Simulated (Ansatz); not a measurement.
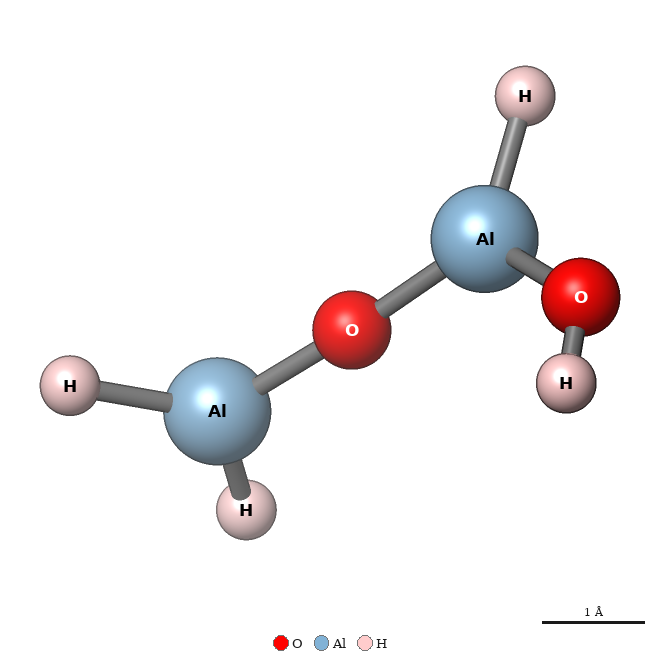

Distant atoms are faded towards the background colour. Computed geometry: PBE-D4/def2-SVP optimisation. No frequency run is at hand to confirm it as a minimum. Masses are those of the most abundant isotopes; constants are for the rigid equilibrium geometry.

Question: What kind of rotor is it, and what are its rotational constants in GHz?

Answer: An asymmetric top (Cs): A = 19.1, B = 1.74, C = 1.63 GHz. Ray's parameter κ is −0.99, close to the prolate limit.
